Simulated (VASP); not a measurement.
Band structure of MgO (rock salt). These are PW91 GGA, VASP's PBE PAW potentials (set 64) (plane waves; VASP) values and carry that method's errors.

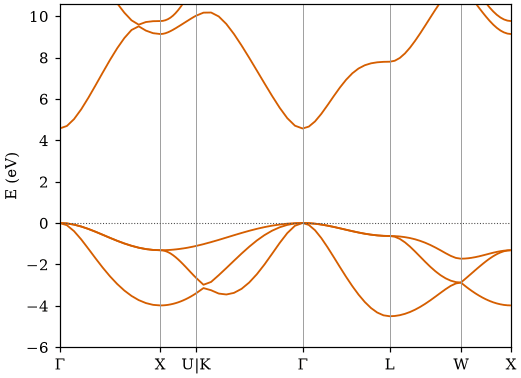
Fig. 1. Bands along high-symmetry lines, zero at the valence-band maximum or, without a gap, the Fermi level

### Question
Read the plot: is there a gap, and where are the band edges?

### Answer
The gap is direct, 4.57 eV, from the valence maximum at Γ to the conduction minimum at Γ. (Edges off the drawn lines would not show.)

Measured: gap 8.36 eV (computed value off by -3.79 eV), as given by Wei Chen et al., Physical Review Materials (2018), doi:10.1103/physrevmaterials.2.073803 [zero-point renormalisation of 0.53 eV added back (the table's ZPR column)].

The compound is MgO in the rock salt structure. It was relaxed first.
